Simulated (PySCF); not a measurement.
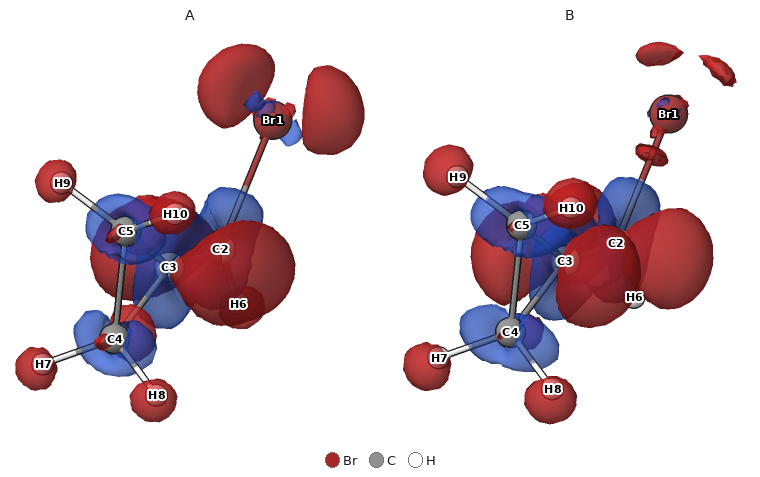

Figure. C4H5Br, SMILES `BrC=C1CC1`. The two Fukui functions at ±0.04 e/Å³ (red positive, blue negative).

Computed with PySCF, HF/def2-SVP, geometry: GFN2-xTB. No frequency check shows the geometry to be a minimum. GFN2-xTB bond lengths at metals and heavier atoms can be off by up to 0.1 Å and shapes distorted, which carries into these values.

Coordinates in Å:

```
Br1      1.4392    0.0970   -0.0001
C2      -0.2122   -0.8679    0.0003
C3      -1.3692   -0.2657    0.0001
C4      -2.8315   -0.3725   -0.0003
C5      -2.1431    0.9757    0.0002
H6      -0.0704   -1.9362    0.0006
H7      -3.3198   -0.7057   -0.9055
H8      -3.3200   -0.7070    0.9036
H9      -2.1624    1.5689   -0.9031
H10     -2.1626    1.5676    0.9048
```

**Which panel is f⁻ (electron removed) and which f⁺ (electron added)?**

A is f⁻, B is f⁺. f⁻ (Hirshfeld-condensed) is largest on Br1 (0.29), C2 (0.19) and C3 (0.19); the vertical ionisation energy is 8.51 eV. f⁺ (Hirshfeld-condensed) is largest on Br1 (0.20), C2 (0.19) and C3 (0.15); the vertical electron affinity is −2.69 eV (the stability of the anion's solution wasn't checked; negative, but this basis has no diffuse functions, so it doesn't show that the anion is unbound).

**What chemical potential and hardness follow from the two energies?**

μ = −(I + A)/2 = −2.91 eV and η = I − A = 11.20 eV.
